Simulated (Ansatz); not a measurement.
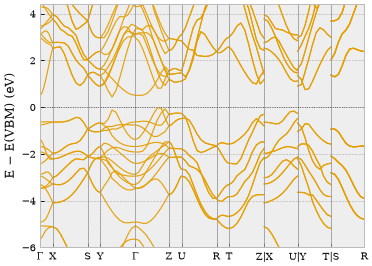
Band structure from the program Ansatz at the PBE+D3(BJ) level (PAW)

Task: Read off the gap and where the band edges lie.

Result: About 0.4 eV (0.43 eV by a search for the band edges); maximum on the Γ–Z line, 70 % of the way from Γ, minimum on the Y–Γ line, 35 % of the way from Y.

The material is SnSe in space group Pnma (No. 62; Sn on 4c, Se on 4c).

The PBE+D3(BJ) relaxation kept the symmetry of its start. Spin–orbit coupling is left out wherever it is not named.

Potentials: the earlier of the program's two PAW sets.
